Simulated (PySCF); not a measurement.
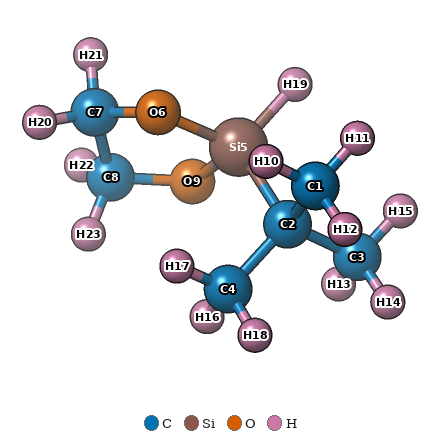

C₆H₁₄O₂Si, SMILES CC(C)(C)[SiH]1OCCO1. Vertical core-electron binding energies by ΔSCF (SCAN, pcX-2 on the ionised atom, pcseg-1 elsewhere, spin-free X2C; PySCF, at a PBE0-D3(BJ)/def2-SVP geometry (no frequency check)), gas phase, against the vacuum level. One atom of each kind was ionised; within a panel, areas follow the number of like atoms, Gaussians of 0.6 eV full width. Only the regions named are shown. Lines closer than the width merge in the curve.

Q: Predict the C 1s photoelectron lines.

A:
| level | atoms | binding energy (eV) |
| --- | --- | --- |
| C 1s | C7, C8 | 292.3 |
| C 1s | C1, C3, C4 | 290.5 |
| C 1s | C2 | 290.1 |

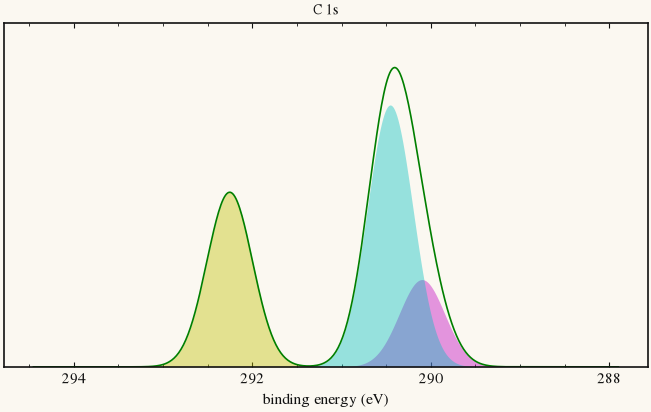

Caveats: one conformer of a flexible molecule.
